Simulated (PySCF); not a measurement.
# CF$_{4}$, SMILES `FC(F)(F)F`: electronic structure

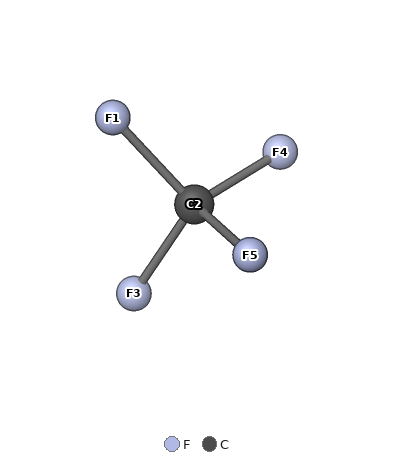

The molecule, with its atoms numbered as below. No frequency check shows the geometry to be a minimum.

Coordinates in Å:

```
F1      -0.7587    0.7135    0.8013
C2       0.0000    0.0000   -0.0001
F3      -0.7587   -0.7135   -0.8013
F4       0.7587    0.8013   -0.7135
F5       0.7587   -0.8013    0.7135
```

## 1. Bonding charge

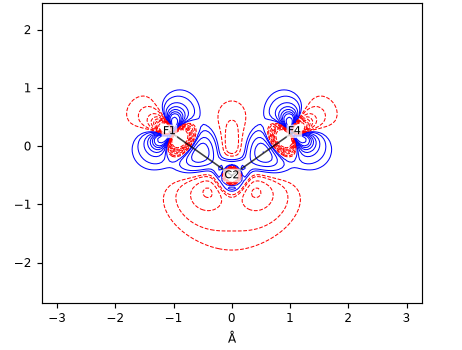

Deformation density (molecule less spherical, spin-averaged free atoms) in the plane of F1, C2 and F4; contours at ±0.05 to ±0.8 e/Å³; solid blue lines: gain, dashed red lines: loss.

Method: PBE/def2-TZVP; geometry: GFN2-xTB; program: PySCF.

Question: How much density has each bond in this plane gained at its critical point, relative to the free atoms?

Answer: C2–F4 and F1–C2: +0.24 e/Å³ at the bond critical point (bond length 1.31 Å, Mayer order 1.2). In all, 1.0 electrons gather in the regions of gain relative to the promolecule.

Question: Where do the Hirshfeld charges lie?

Answer: The highest Hirshfeld charge is on C2 (+0.30 e), the lowest on F1, F3, F4 and F5 (−0.08 e).

```json
{"atom": "F1", "charge (e)": "−0.08"}
{"atom": "C2", "charge (e)": "+0.30"}
{"atom": "F3", "charge (e)": "−0.08"}
{"atom": "F4", "charge (e)": "−0.08"}
{"atom": "F5", "charge (e)": "−0.08"}
```

## 2. Bond critical points

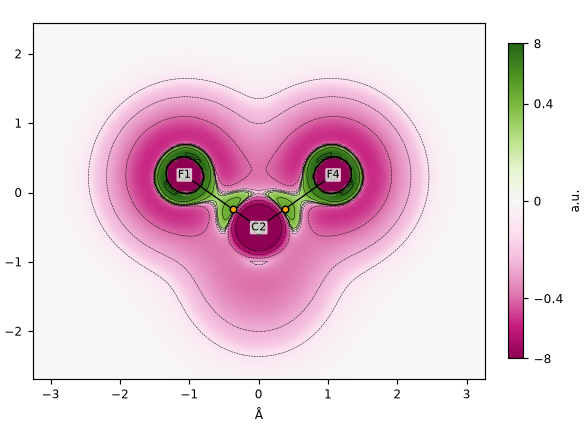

Negative Laplacian of the density (−∇²ρ) in the plane of F1, C2 and F4 (green positive, pink negative, colour scale in a.u., logarithmic beyond ±0.04), with bond paths and bond critical points (dots).

Question: At which bond critical points in this plane is charge locally concentrated, and at which depleted?

Answer: Concentrated (∇²ρ < 0): C2–F4 and F1–C2 (−0.60 a.u.). At none is it depleted.

Question: Where along C2–F4 does the critical point lie?

Answer: 0.46 Å from C2 and 0.86 Å from F4.

## 3. Local ionisation energy

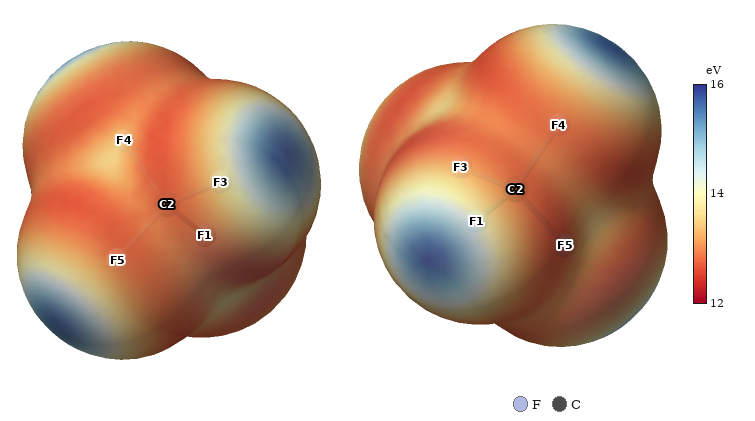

Average local ionisation energy on the surface of electron density 0.001 a.u. (back view left, front view right).

Question: Locate the minima of the map.

Answer: The lowest value is 12.6 eV, 1.7 Å from F1, and at like points elsewhere. For comparison, the highest occupied orbital lies at −10.3 eV.

Question: What volume does the surface enclose, and what is the dipole moment?

Answer: About 62 Å³; the dipole moment is 0.0 D.

## 4. In an electric field

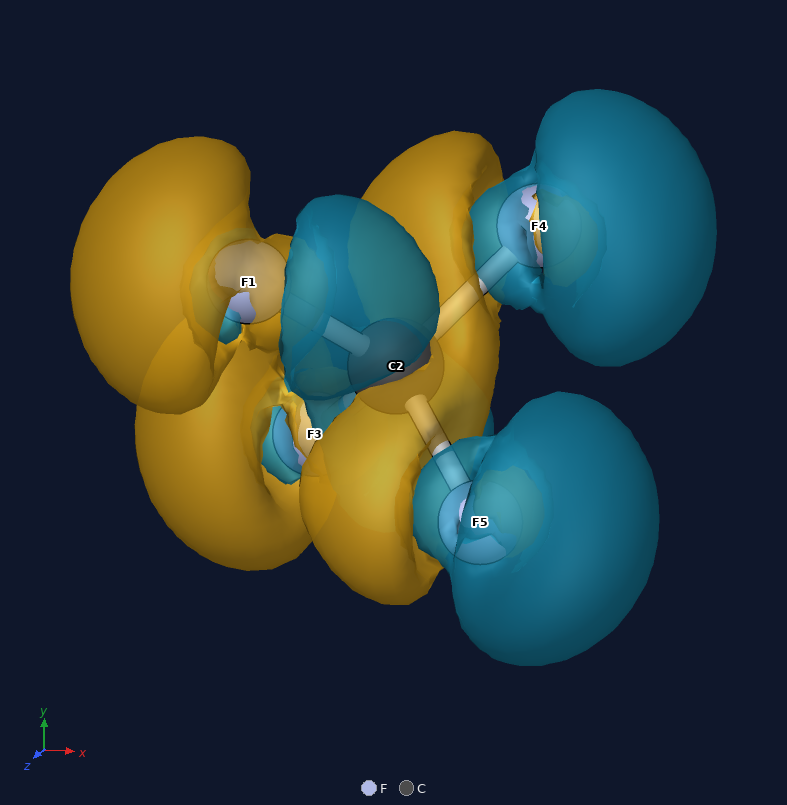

Change of the electron density in a uniform field of 0.21 V/Å, surfaces at ±0.001 e/Å³ (yellow: gain, teal: loss).

Method: PBE/def2-TZVP; geometry: GFN2-xTB; program: PySCF. A basis without diffuse functions makes polarisabilities too small.

Question: Along which Cartesian direction does the field point?

Answer: Along +x: electrons gather on the −x side, against the field.

Question: How large is the response?

Answer: The induced dipole is 0.17 D (along the field); α along this axis, from the fields in both directions, is 17 bohr³ (2.5 Å³).

Question: Which atoms gain and lose the most charge?

Answer: Electrons gather most on F1 and F3 alike (Hirshfeld charge changes by −0.005 e) and leave F4 and F5 alike most (+0.005 e); 0.022 electrons are displaced in all.
